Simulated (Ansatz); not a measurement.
## Nudged elastic band of CH6S3Si (part 1 of 2)

CH6S3Si, computed with RKS PBE0/def2-SVP (Ansatz 0.2.0).

It belongs to a series of runs on one base structure; here: band between the two ends. Figures and captions count atoms from 1; the log counts them from 0 in places.

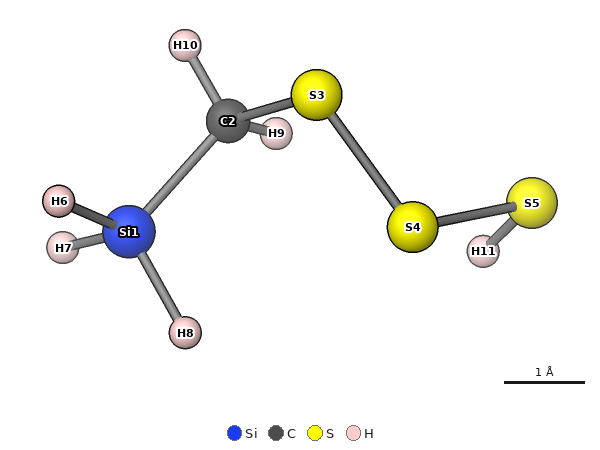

*The starting structure (ball-and-stick view, seen on its broad side; atoms are numbered from 1 in the order of the input).*

## Input
```yaml
crystal:
  periodic: [false, false, false]
  atoms:
    - { symbol: Si, position_ang: [-1.4558, 0.439697, 0.841756] }
    - { symbol: C, position_ang: [0.248278, 0.93251, 0.172924] }
    - { symbol: S, position_ang: [1.626126, -0.048298, 0.853166] }
    - { symbol: S, position_ang: [1.350649, -1.905265, 0.01278] }
    - { symbol: S, position_ang: [2.184299, -1.833222, -1.896475] }
    - { symbol: H, position_ang: [-1.484015, 0.66673, 2.316502] }
    - { symbol: H, position_ang: [-2.505684, 1.285239, 0.191637] }
    - { symbol: H, position_ang: [-1.735364, -0.995369, 0.548943] }
    - { symbol: H, position_ang: [0.300883, 0.912155, -0.928473] }
    - { symbol: H, position_ang: [0.474489, 1.969496, 0.476677] }
    - { symbol: H, position_ang: [1.061538, -1.480671, -2.568837] }
basis:
  gaussian: { orbitals: def2-SVP }
hamiltonian:
  xc: pbe0
neb:
  order_check: false
  images: 9
  f_tol: 0.05
  max_iterations: 60
  final_atoms:
    - { symbol: Si, position_ang: [-1.40820664, 0.41688927, 0.64486447] }
    - { symbol: C, position_ang: [0.37978908, 0.87114391, 0.2299455] }
    - { symbol: S, position_ang: [1.56898326, -0.26600295, 0.96723865] }
    - { symbol: S, position_ang: [1.82328191, -1.63194189, -0.7708292] }
    - { symbol: S, position_ang: [1.48937419, -0.70792424, -2.46942947] }
    - { symbol: H, position_ang: [-1.6439112, 0.5269215, 2.11472981] }
    - { symbol: H, position_ang: [-2.36375766, 1.3110801, -0.07793321] }
    - { symbol: H, position_ang: [-1.64384526, -0.99819376, 0.22171229] }
    - { symbol: H, position_ang: [0.54562045, 0.83551191, -0.87632526] }
    - { symbol: H, position_ang: [0.66412945, 1.88779449, 0.54376914] }
    - { symbol: H, position_ang: [0.65394142, -2.30227633, -0.50714272] }
  initial_path:
    images:
      - { positions_ang: [[-1.4558, 0.439697, 0.841756], [0.248278, 0.93251, 0.172924], [1.626126, -0.048298, 0.853166], [1.350649, -1.905265, 0.01278], [2.184299, -1.833222, -1.896475], [-1.484015, 0.66673, 2.316502], [-2.505684, 1.285239, 0.191637], [-1.735364, -0.995369, 0.548943], [0.300883, 0.912155, -0.928473], [0.474489, 1.969496, 0.476677], [1.061538, -1.480671, -2.568837]] }
      - { positions_ang: [[-1.44589008, 0.44117201, 0.84186587], [0.23872721, 0.92677982, 0.1647804], [1.59150387, -0.07718439, 0.8416679], [1.36485185, -1.89587859, -0.06458741], [2.25407612, -1.75991583, -1.9206831], [-1.48046443, 0.65448598, 2.31684958], [-2.49261327, 1.31887674, 0.21813639], [-1.76007268, -0.96636928, 0.52533981], [0.28448509, 0.90680351, -0.92598189], [0.47466758, 1.96075348, 0.47030645], [1.03612775, -1.56652145, -2.44709401]] }
      - { positions_ang: [[-1.43598017, 0.44264702, 0.84197575], [0.22917641, 0.92104964, 0.15663679], [1.55688174, -0.10607078, 0.83016981], [1.37905469, -1.88649218, -0.14195482], [2.32385325, -1.68660966, -1.9448912], [-1.47691387, 0.64224197, 2.31719717], [-2.47954255, 1.35251449, 0.24463578], [-1.78478136, -0.93736957, 0.50173661], [0.26808717, 0.90145201, -0.92349078], [0.47484617, 1.95201095, 0.4639359], [1.01071751, -1.65237189, -2.32535102]] }
      - { positions_ang: [[-1.42607025, 0.44412203, 0.84208562], [0.21962562, 0.91531946, 0.14849319], [1.52225961, -0.13495717, 0.81867171], [1.39325754, -1.87710577, -0.21932222], [2.39363037, -1.61330348, -1.96909929], [-1.4733633, 0.62999795, 2.31754475], [-2.46647182, 1.38615223, 0.27113516], [-1.80949004, -0.90836985, 0.47813342], [0.25168926, 0.89610052, -0.92099967], [0.47502475, 1.94326843, 0.45756536], [0.98530726, -1.73822234, -2.20360803]] }
      - { positions_ang: [[-1.41616034, 0.44559704, 0.8421955], [0.21007483, 0.90958927, 0.14034959], [1.48763748, -0.16384355, 0.80717362], [1.40746039, -1.86771936, -0.29668963], [2.46340749, -1.53999731, -1.99330739], [-1.46981274, 0.61775393, 2.31789233], [-2.45340109, 1.41978998, 0.29763455], [-1.83419871, -0.87937013, 0.45453023], [0.23529134, 0.89074902, -0.91850856], [0.47520334, 1.9345259, 0.45119481], [0.95989701, -1.82407279, -2.08186504]] }
      - { positions_ang: [[-1.40625042, 0.44707205, 0.84230537], [0.20052403, 0.90385909, 0.13220598], [1.45301535, -0.19272994, 0.79567552], [1.42166324, -1.85833294, -0.37405704], [2.53318462, -1.46669114, -2.01751549], [-1.46626217, 0.60550991, 2.31823992], [-2.44033037, 1.45342772, 0.32413394], [-1.85890739, -0.85037042, 0.43092703], [0.21889343, 0.88539753, -0.91601744], [0.47538192, 1.92578338, 0.44482426], [0.93448677, -1.90992323, -1.96012206]] }
      - { positions_ang: [[-1.40664167, 0.44103549, 0.80281719], [0.23637704, 0.89731606, 0.15175389], [1.47620893, -0.20738454, 0.82998815], [1.50198697, -1.81305473, -0.45341147], [2.32442253, -1.31493776, -2.10789828], [-1.50179198, 0.58979223, 2.27753789], [-2.42501583, 1.4249582, 0.24372051], [-1.81589497, -0.87993509, 0.38908408], [0.28423883, 0.8754204, -0.90807901], [0.51313143, 1.9181856, 0.46461323], [0.8783777, -1.98839385, -1.66952619]] }
      - { positions_ang: [[-1.40703291, 0.43499893, 0.76332901], [0.27223005, 0.89077302, 0.17130179], [1.49940252, -0.22203915, 0.86430077], [1.58231071, -1.76777652, -0.53276591], [2.11566044, -1.16318438, -2.19828108], [-1.53732178, 0.57407455, 2.23683587], [-2.40970128, 1.39648867, 0.16330708], [-1.77288254, -0.90949976, 0.34724114], [0.34958424, 0.86544328, -0.90014057], [0.55088093, 1.91058782, 0.48440221], [0.82226863, -2.06686447, -1.37893032]] }
      - { positions_ang: [[-1.40742415, 0.42896238, 0.72384083], [0.30808306, 0.88422998, 0.19084969], [1.5225961, -0.23669375, 0.8986134], [1.66263444, -1.72249831, -0.61212034], [1.90689836, -1.011431, -2.28866388], [-1.57285159, 0.55835687, 2.19613385], [-2.39438674, 1.36801915, 0.08289365], [-1.72987011, -0.93906442, 0.30539819], [0.41492964, 0.85546615, -0.89220213], [0.58863044, 1.90299005, 0.50419118], [0.76615956, -2.14533509, -1.08833445]] }
      - { positions_ang: [[-1.4078154, 0.42292582, 0.68435265], [0.34393607, 0.87768695, 0.2103976], [1.54578968, -0.25134835, 0.93292602], [1.74295817, -1.6772201, -0.69147477], [1.69813627, -0.85967762, -2.37904667], [-1.60838139, 0.54263918, 2.15543183], [-2.3790722, 1.33954962, 0.00248022], [-1.68685768, -0.96862909, 0.26355524], [0.48027504, 0.84548903, -0.8842637], [0.62637994, 1.89539227, 0.52398016], [0.71005049, -2.22380571, -0.79773858]] }
      - { positions_ang: [[-1.40820664, 0.41688927, 0.64486447], [0.37978908, 0.87114391, 0.2299455], [1.56898326, -0.26600295, 0.96723865], [1.82328191, -1.63194189, -0.7708292], [1.48937419, -0.70792424, -2.46942947], [-1.6439112, 0.5269215, 2.11472981], [-2.36375766, 1.3110801, -0.07793321], [-1.64384526, -0.99819376, 0.22171229], [0.54562045, 0.83551191, -0.87632526], [0.66412945, 1.88779449, 0.54376914], [0.65394142, -2.30227633, -0.50714272]] }
```

Command:
```bash
ansatz run input.yaml --threads 2 --pin off --max-ram 3072MiB --backend cpu --events-out ev --progress --plain --runs-dir out
```

## What the program printed
```
Engine: ansatz 0.2.0, aarch64-unknown-linux-gnu
Functional definition: PBE0
  parameter a = 0.25
  parameter kappa = 0.804
  parameter beta = 0.06672455060314922
  exchange = (1 - a)*pbe_x(kappa = kappa, mu = beta*pi^2/3) + a*exact_x
  correlation = pbe_c(beta = beta)
1194 factors; integrals over basis functions are off by at most 4.2e-4 eV
mean field evaluation 1: about -41485.9958 eV, gradient 3.5e1 eV
mean field evaluation 2: about -41483.6678 eV, gradient 4.4e1 eV
mean field evaluation 4: about -41488.9917 eV, gradient 1.7e0 eV
mean field evaluation 8: about -41489.0273 eV, gradient 1.0e-1 eV
mean field evaluation 16: about -41489.0273 eV, gradient 2.7e-5 eV
mean field -41489.02730307 eV, -1524.6936311152 hartree, gradient 2.7e-5 eV, S^2 0.000000; 0 other end points of the search recorded, 0 dependent functions left out
the calculation of the forces begins
reference -41489.02732949 eV, -1524.6936320859 hartree; 37, 37 occupied and 79, 79 virtual orbitals, 1194 factors
1196 factors; integrals over basis functions are off by at most 6.9e-4 eV
mean field evaluation 32: about -41487.9372 eV, gradient 8.9e-5 eV
mean field -41487.93718986 eV, -1524.6535701934 hartree, gradient 2.6e-5 eV, S^2 0.000000; 0 other end points of the search recorded, 0 dependent functions left out
[... from here on the field's lines of each further geometry are left out, up to the last ...]
NEB iter   1: max|band force component| = 1.182e1 eV/Å  barrier→ = 3.7322 eV  barrier← = 2.6421 eV  Δτ_max = 0.2000 Å  (301 SCF iters)
NEB iter   2: max|band force component| = 4.391e0 eV/Å  barrier→ = 2.1652 eV  barrier← = 1.0751 eV  Δτ_max = 0.2000 Å  (282 SCF iters)
NEB iter   3: max|band force component| = 2.079e0 eV/Å  barrier→ = 2.0036 eV  barrier← = 0.9135 eV  Δτ_max = 0.2000 Å  (273 SCF iters)
NEB iter   4: max|band force component| = 1.781e0 eV/Å  barrier→ = 2.0132 eV  barrier← = 0.9231 eV  Δτ_max = 0.2000 Å  (271 SCF iters)
NEB iter   5: max|band force component| = 1.413e0 eV/Å  barrier→ = 2.0281 eV  barrier← = 0.9379 eV  Δτ_max = 0.1740 Å  (272 SCF iters)
NEB iter   6: max|band force component| = 5.991e-1 eV/Å  barrier→ = 1.9856 eV  barrier← = 0.8955 eV  Δτ_max = 0.1593 Å  (270 SCF iters)
NEB iter   7: max|band force component| = 6.402e-1 eV/Å  barrier→ = 1.8773 eV  barrier← = 0.7872 eV  Δτ_max = 0.0806 Å  (270 SCF iters)
NEB iter   8: max|band force component| = 5.777e-1 eV/Å  barrier→ = 1.9078 eV  barrier← = 0.8177 eV  Δτ_max = 0.0810 Å  (270 SCF iters)
NEB iter   9: max|band force component| = 7.972e-1 eV/Å  barrier→ = 1.9426 eV  barrier← = 0.8525 eV  CI = image 7  Δτ_max = 0.1633 Å  (273 SCF iters)
NEB iter  10: max|band force component| = 9.039e-1 eV/Å  barrier→ = 2.0417 eV  barrier← = 0.9516 eV  CI = image 7  Δτ_max = 0.0803 Å  (271 SCF iters)
NEB iter  11: max|band force component| = 2.963e-1 eV/Å  barrier→ = 2.0320 eV  barrier← = 0.9419 eV  CI = image 7  Δτ_max = 0.0383 Å  (272 SCF iters)
NEB iter  12: max|band force component| = 1.040e-1 eV/Å  barrier→ = 2.0304 eV  barrier← = 0.9403 eV  CI = image 7  Δτ_max = 0.0222 Å  (248 SCF iters)
NEB iter  13: max|band force component| = 8.266e-2 eV/Å  barrier→ = 2.0292 eV  barrier← = 0.9391 eV  CI = image 7  Δτ_max = 0.0339 Å  (248 SCF iters)
NEB iter  14: max|band force component| = 5.382e-2 eV/Å  barrier→ = 2.0280 eV  barrier← = 0.9379 eV  CI = image 7  Δτ_max = 0.0288 Å  (253 SCF iters)
the calculation of the forces begins
reference -41487.92383964 eV, -1524.6530795820 hartree; 37, 37 occupied and 79, 79 virtual orbitals, 1196 factors
1196 factors; integrals over basis functions are off by at most 7.6e-4 eV
mean field -41486.99958847 eV, -1524.6191139780 hartree, gradient 1.0e-5 eV, S^2 0.000000; 1 other end points of the search recorded, 0 dependent functions left out
the calculation of the forces begins
reference -41486.99961373 eV, -1524.6191149061 hartree; 37, 37 occupied and 79, 79 virtual orbitals, 1196 factors
NEB iter  15: max|band force component| = 2.997e-2 eV/Å  barrier→ = 2.0277 eV  barrier← = 0.9376 eV  CI = image 7  Δτ_max = 0.0000 Å  (498 SCF iters)
```

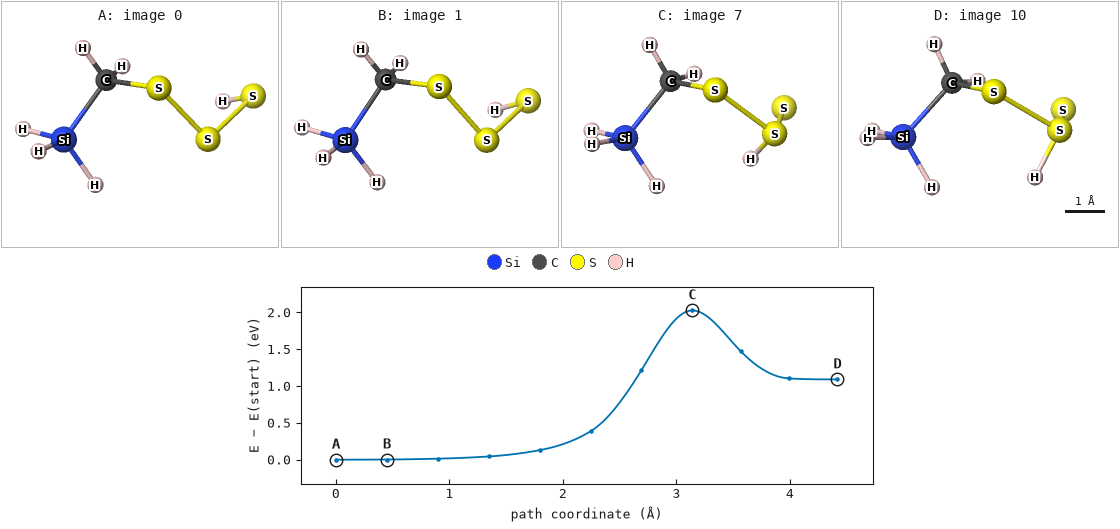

*Images of the last band (counted from 0; ball-and-stick, seen at a tilt) above the energy along the path; the line is a cubic interpolation that uses the forces.*

The highest image is number 7, 2.028 eV above the start and 0.938 eV above the end (the climbing image); the end lies 1.090 eV above the start. The path is 4.42 Å long. The band converged in 15 iterations.
